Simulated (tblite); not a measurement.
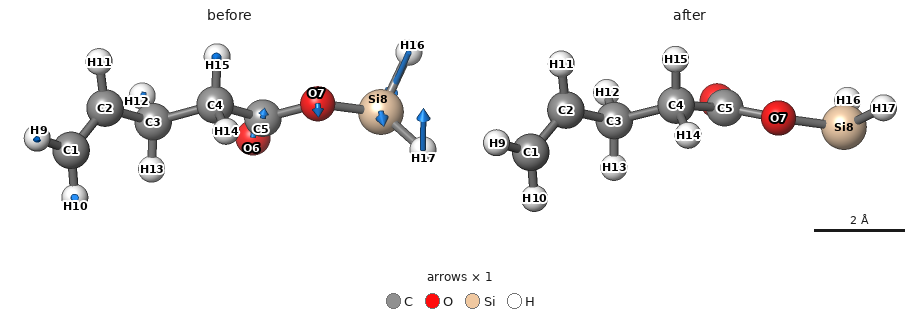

The structure of C$_{5}$H$_{9}$O$_{2}$Si (multiplicity 2) before (left) and after (right) a relaxation, at one scale. The blue arrows give the displacements, at their true length.

Style: ball-and-stick. Shown from a free direction.

Method: GFN2-xTB geometry optimisation, gas phase in tblite 0.8.0. 

Question: What changed between the two?

Answer: The energy falls by 25.0 kJ/mol in 150 geometry steps. The largest move after the best rigid fit is that of H16, 1.50 Å. Largest moves by element: H 1.50 Å, O 0.83 Å, Si 0.40 Å, C 0.24 Å. Some distances before and after: Si8–H16 1.477 → 1.446 Å, C5–O7 1.354 → 1.328 Å, C5–O6 1.231 → 1.206 Å, C2–C3 1.514 → 1.495 Å. Among the angles between lasting bonds that change: H16–Si8–H17 107.7° → 120.9°, O7–Si8–H17 108.7° → 99.5°, C5–O7–Si8 123.2° → 129.6°. Groups turn about O7–Si8 by about 90°, C4–C5 by about 25°. The run took 1.8 s on 1 thread of Arm Neoverse N1, with other jobs on the host.
